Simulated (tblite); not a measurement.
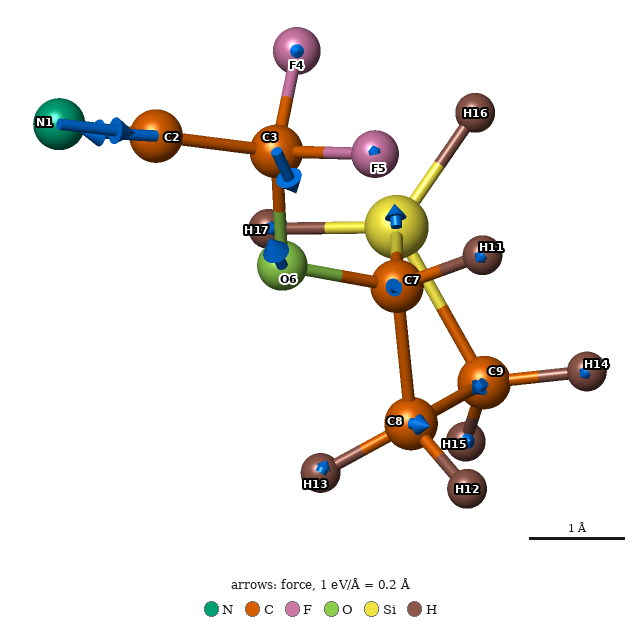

Starting geometry of C$_{5}$H$_{7}$F$_{2}$NOSi with the computed forces as blue arrows. Style: ball-and-stick. Shown from a free direction.

Computed with GFN2-xTB geometry optimisation, gas phase (tblite). 

What follows when this structure is relaxed?

Answer. It isn't relaxed: the largest force vector, on N atoms, is 4.63 eV/Å. The final displacements have little in common with the starting forces (cosine between the two patterns 0.11). The energy falls by 0.636 eV in 103 geometry steps. The largest moves after the best rigid fit, 0.63 Å, are those of H atoms. Largest moves by element: H 0.63 Å, F 0.41 Å, N 0.40 Å, C 0.28 Å, Si 0.26 Å, O 0.17 Å. Among the contacts that change: C–O 1.436 → 1.320 Å, C–N 1.179 → 1.139 Å, C–C 1.570 → 1.533 Å, C–Si 1.880 → 1.915 Å. Among the angles between lasting bonds that change: C–C–H 114.9° → 109.0°, F–C–O 107.3° → 113.0°, Si–C–H 111.7° → 116.7°. The run took 0.87 s on 1 thread of Intel(R) Xeon(R) 6975P-C, with other jobs on the host.
